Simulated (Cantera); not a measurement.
Input: 1 mol MgSO4, 4 mol H2O, at 848.15 K.

These are equilibrium values from Cantera (NASA tables, ideal gas, pure condensed phases), not measurements of a reactor. Candidate condensed phases: H2O, H2SO4, Mg, MgO, Mg(OH)2, MgS, MgSO4, S; 26 gas species. Kinetics and transport are ignored.

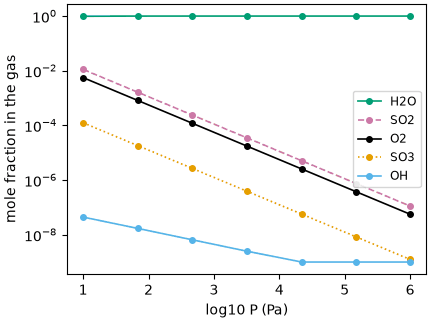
Equilibrium gas composition (values under 1e-9 drawn at 1e-9)

From 0.000100 bar to 0.0320 bar the condensed part is MgO(s) + MgSO4(s). From 0.220 bar to 10.0 bar the condensed part is MgSO4(s).
